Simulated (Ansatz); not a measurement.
# BaNaCeNbO6 (F-43m): a many-body input that goes wrong, and its mend

A first try at the G0W0 gap of BaNaCeNbO6 (F-43m), what the program said, and an input that works.

Program: Ansatz 0.2.0. Level of theory: G0W0 on PBE, plane waves, PAW; PAW set soft_1. Results are calculated unless marked as measured.

In doubt: one-shot GW on d or f shells is unsure, so the values of those runs are not to be relied on.

## Step 1: Starting point

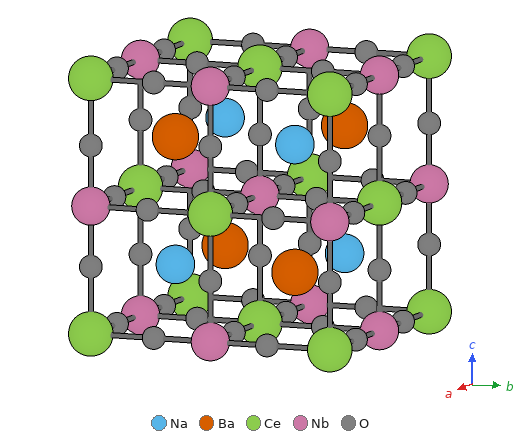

The cell as given, slightly off an axis (sodium blue, barium orange, cerium green, niobium pink, oxygen grey). This picture shows the conventional cell, with its axes. Some periodic images of atoms are drawn too.

The cell and positions are those that the Materials Project relaxed with its own functionals (PBE, PBE+U or r2SCAN), kept fixed. Spin-orbit coupling is left out unless a step names it. The default PAW set here is soft_1. Its files were made with PBE.

## Step 2: First try

Input file input.yaml:

```yaml
crystal:
  lattice:
    - [0.0, 4.26253043, 4.26253043]
    - [4.26253043, 0.0, 4.26253043]
    - [4.26253043, 4.26253043, 0.0]
  atoms:
    - { symbol: Na, position: [0.25, 0.25, 0.25] }
    - { symbol: Ba, position: [0.75, 0.75, 0.75] }
    - { symbol: Ce, position: [0.0, 0.0, 0.0] }
    - { symbol: Nb, position: [0.5, 0.5, 0.5] }
    - { symbol: O, position: [0.73710248, 0.26289752, 0.26289752] }
    - { symbol: O, position: [0.26289752, 0.73710248, 0.73710248] }
    - { symbol: O, position: [0.73710248, 0.73710248, 0.26289752] }
    - { symbol: O, position: [0.26289752, 0.26289752, 0.73710248] }
    - { symbol: O, position: [0.26289752, 0.73710248, 0.26289752] }
    - { symbol: O, position: [0.73710248, 0.26289752, 0.73710248] }
kpoints:
  mp_grid: { grid: [2, 2, 2] }
hamiltonian:
  xc: pbe
  pseudopotentials: { kind: paw_fr, azcp: { folder: soft_1 } }
scf:
  occupations: { method: fixed }
magnetization:
  noncollinear: true
  spin_orbit: true
gw:
  n_empty_bands: 163
  ecut_chi: 60
  qp_bands: [v3, c3]
  qp_kpoints: band_edges
  screening: { model: contour_deformation }
```

The run is started by

```
$ ansatz run input.yaml --threads 2 --pin off --max-ram 92160MiB --backend cpu --events-out ev --progress --plain --runs-dir out
```

Numbers of over 12 decimals in the logs are rounded to 6 here.

Log:

```text
Error: gw: with magnetization.noncollinear: true — the χ₀/Σ pipeline is wired for the unpolarised channel only — spinor oscillator elements and the per-channel sum are not implemented; use an unpolarised deck
```

Wall time 0.06 s (2 threads of AMD EPYC 7R13 (Zen 3), shared host); peak memory 0.04 GiB.

**What went wrong?**

The program refused the input before any cycle.

The program's message: “Error: gw: with magnetization.noncollinear: true — the χ₀/Σ pipeline is wired for the unpolarised channel only — spinor oscillator elements and the per-channel sum are not implemented; use an unpolari …”

The fault: spin-orbit coupling. The physics allows it, but this program's G0W0 has no spinor form; spin-orbit coupling is taken from a separate density-functional step.

## Step 3: A better input

G0W0 replaces the xc potential by the self-energy, built once from these orbitals. Only a window of levels is corrected, while the sums run over the empty bands that the input names. This step takes PAW set soft_1 files.

input.yaml: that of step 2 with these lines changed.

```diff
@@ -20,11 +20,8 @@
   xc: pbe
-  pseudopotentials: { kind: paw_fr, azcp: { folder: soft_1 } }
+  pseudopotentials: { kind: paw, azcp: { folder: soft_1 } }
 scf:
   occupations: { method: fixed }
-magnetization:
-  noncollinear: true
-  spin_orbit: true
 gw:
-  n_empty_bands: 163
-  ecut_chi: 60
+  n_empty_bands: 394
+  ecut_chi: 108
   qp_bands: [v3, c3]
```

The run is started by

```
$ ansatz run input.yaml --threads 2 --pin off --max-ram 92160MiB --backend cuda --events-out ev --progress --plain --runs-dir out --devices 1 --max-vram 13GiB
```

Log:

```text
GPUs: using 1 of 1 available (devices: 1).
[...]
device memory: the entry about to start is reckoned to put 2.4 GiB on a device that reports 35.3 GiB free (of which the cap on the GPU budget leaves the run 13.0 GiB)
GPU FFT provider: cuFFT
GPU libraries: cuBLAS 13.8.2, cuFFT 12.4.0, cuSOLVER 12.3.4
Crystal: 10 atoms, lattice volume = 154.893 Å³
Basis set: ecut = 420 eV, 2975 PW (Γ)
Bands: 50, of which v1, the nominal top of the filled ones, is band 40 counted from 1 (39 counted from 0)
Symmetry: 24 space group operations
[...]
k-points: 3 of 8
[...]
GPU buffer pool allocated for 91125 grid points (all kernels)
GPU transforms: local potential and band sums: pruned to the plane-wave sphere, on 45×45×45
[...]
SCF iter   1: F=—  HF=-21987.120922 eV  |F-HF|=—  |Δ(HF+E_count)|=         —  Δρ=1.28e-1  dr2=5.77e1  ethr=3.10e-3  ⟨swp⟩=4.0  Hψ=491  notcnv=0  defer=13
[...]
1    38      7.0975   -25.0028     4.5702   -20.1769  0.6953     6.8401     6.8419  root
     1    39      7.0975   -25.0028     4.5702   -20.1769  0.6953     6.8401     6.8419  root
     1    40      7.1616   -25.2103     4.5671   -20.4221  0.6917     6.9391     6.9405  root
     1    41      9.6531   -22.5661   -12.9639   -37.4938  0.5641    12.0702    11.6169  root ?
     1    42      9.7284   -22.3615   -11.4663   -35.8052  0.5889    12.0842    11.7058  root ?
     1    43      9.7284   -22.3615   -11.4663   -35.8052  0.5889    12.0842    11.7058  root ?
     2    38      7.1331   -26.6358     4.0700   -22.5019  0.7082     7.0691     7.0692  root
     2    39      7.1681   -26.5616     4.1538   -22.3032  0.7123     7.0633     7.0636  root
     2    40      7.5627   -25.4760     4.7862   -20.4262  0.7014     7.2973     7.2991  root
     2    41      9.6542   -22.5691   -12.9683   -37.5005  0.5640    12.0714    11.6173  root ?
     2    42      9.9118   -23.4613   -12.2664   -37.7016  0.5661    12.3048    11.8857  root ?
     2    43      9.9118   -23.4613   -12.2664   -37.7016  0.5661    12.3048    11.8857  root ?
[key lines of the parts left out:]
SCF converged after 12 iterations
Free energy (F): -21981.987675 eV
Fermi energy:    7.585268 eV
```

The job ended after 13 s (1 × NVIDIA H100 80GB HBM3 (shared by 6 runs) with 2 threads; peak memory 1.3 GiB).

Numbers from this step:

```
bands summed                                 : 434
RPA ε∞ on this mesh (eigenvalues)            : 5.651, 5.651, 5.651
plane waves in the screening matrix          : 411
q-points in the mesh                         : 8
G0W0 gap on the mesh                         : 4.280 eV
k of the valence top                         : 0, 0, 0
k of the conduction bottom                   : 0, 0, 0
starting gap on the mesh                     : 2.057 eV
Z at the valence top                         : 0.7013
Z at the conduction bottom                   : 0.5656
least direct G0W0 gap on the computed points : 4.280 eV
```

The gap on the mesh goes from 2.06 eV to 4.28 eV, a correction of +2.22 eV. The program marks an edge row as in doubt. Between the two edge states, bare exchange in place of the xc potential would open the gap by 19.92 eV, and correlation takes back 17.70 eV.

## Step 4: Summary of results

| Property | Result |
| --- | --- |
| first try | refused after 0.06 s |
| better run | G0W0 gap on the mesh 4.28 eV (2×2×2 mesh, 394 empty bands, screening to 108 eV, PAW set soft_1 files) |

In words: The second run differs in: start, files, empty bands and screening cutoff (eV). Bands and cutoff are finite, so the gap is not at the basis limit. The miss can reach some tenths of an eV and take either sign; the mesh is an error of its own. The 2×2×2 mesh is coarse for this cell (its supercell is 12 Å along the shortest edge). The RPA ε∞ on it, from the PBE start, is 5.65; such meshes misread the long-range screening, most where the gap is narrow. Empty 4f levels lie among the conduction bands. Their place in the start is unsure; it enters the screening, and the edge itself where they lie low. The runs have no spin polarisation. For a closed low-spin shell that is the natural state; where a d or f shell is open it is a constraint, and the gap is then not the crystal's own. The compound holds f electrons or empty f levels, where one-shot G0W0 is unsure. The many-body steps are scalar-relativistic: spin-orbit coupling is not in them. The program marks a band-edge row as in doubt, so the gap is less sure than its digits.

[Paths, hosts, dates, memory and timing lines, banners, echoed tables and standing remarks are left out of the program output.]

[Logs are printed without paths, hosts, clocks, repeated set-up lines and the standing remarks that a program may print on its own settings, such as how far it seeks lower states.]

[Runs of the session that timed out or met a known fault of the program may be left out.]

[Cells called generated may have been cut or substituted from an entry of the Crystallography Open Database or the Materials Project.]

[Hosts, paths, dates, database ids (printed as entryN), source tags and the programs' standing remarks are cut or masked in the printed files.]
